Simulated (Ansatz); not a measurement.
Input file:

```
crystal:
  lattice:
    - [0.0, 5.0296320917, 5.0296320917]
    - [5.0296320917, 0.0, 5.0296320917]
    - [5.0296320917, 5.0296320917, 0.0]
  atoms:
    - { symbol: Ca, position: [0.25, 0.25, 0.25] }
    - { symbol: Ca, position: [0.0, 0.0, 0.0] }
    - { symbol: Ir, position: [0.125, 0.625, 0.625] }
    - { symbol: Ir, position: [0.625, 0.625, 0.125] }
    - { symbol: Ir, position: [0.625, 0.625, 0.625] }
    - { symbol: Ir, position: [0.625, 0.125, 0.625] }
    - { symbol: S, position: [0.3954375785, 0.3954375785, 0.3954375785] }
    - { symbol: S, position: [0.8545624215, 0.4363127356, 0.8545624215] }
    - { symbol: S, position: [0.3954375785, 0.3954375785, 0.8136872644] }
    - { symbol: S, position: [0.8545624215, 0.8545624215, 0.8545624215] }
    - { symbol: S, position: [0.4363127356, 0.8545624215, 0.8545624215] }
    - { symbol: S, position: [0.8545624215, 0.8545624215, 0.4363127356] }
    - { symbol: S, position: [0.3954375785, 0.8136872644, 0.3954375785] }
    - { symbol: S, position: [0.8136872644, 0.3954375785, 0.3954375785] }
basis:
  ecutwfc: 420
kpoints:
  mp_grid: { grid: [6, 6, 6] }
hamiltonian:
  xc: pbe
scf:
  occupations: { method: gaussian, width: 0.02 }
output:
  forces: true
  stress: true
  eigenvalues: true
  write_density: true
  write_potential: true
  elf: true
  volumetric_format: npy
relax:
  adjacent_minimum: "off"
  f_tol: 0.01
  max_steps: 30
```

Launched as:

```sh
ansatz run input.yaml --threads 1 --pin off --max-ram 2560MiB --backend cpu --events-out ev --progress --plain --runs-dir out
```

Below, planes, directions and counts refer to the conventional cell (a = 10.06 Å, b = 10.06 Å, c = 10.06 Å, α = 90.00°, β = 90.00°, γ = 90.00°).

The fields are those of the run's last geometry, not of the input's.

Space group Fd-3m; a generated structure, not necessarily the stable one; changed on purpose from its base cell (volume × 0.88, shape and atoms relaxed); computed pressure about 17 GPa in this cell; computed without spin polarisation.

The calculation used Ansatz 0.2.0, DFT PBE, scalar-relativistic, plane waves, PAW.

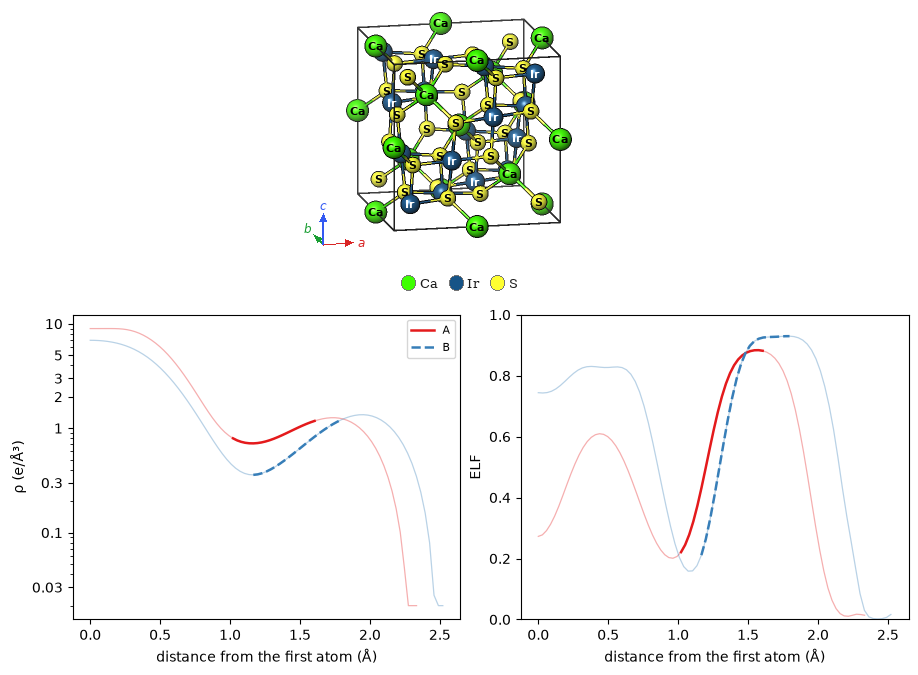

CaIr$_{2}$S$_{4}$. Valence charge density (pseudo) and ELF along straight lines between neighbouring atoms. Thin, pale parts lie inside the atomic spheres. The structure is drawn too.

Core electrons are frozen (PAW), and the valence fields are smoothed inside the atomic spheres.

Question: Which curve belongs to which contact (Ca–S and Ir–S)? The first atom named is at distance zero.

Answer: Curve A: Ir–S (2.33 Å): ρ is about 0.72 e/Å³ halfway; the ELF peaks at about 0.90 in the valence shell of S, 0.8 Å from its nucleus, and is about 0.45 at the midpoint. Curve B: Ca–S (2.52 Å): ρ is about 0.39 e/Å³ halfway; the ELF peaks at about 0.95 in the valence shell of S, 0.7 Å from its nucleus, and falls to about 0.15 next to Ca (an ionic contact with no shared pair).
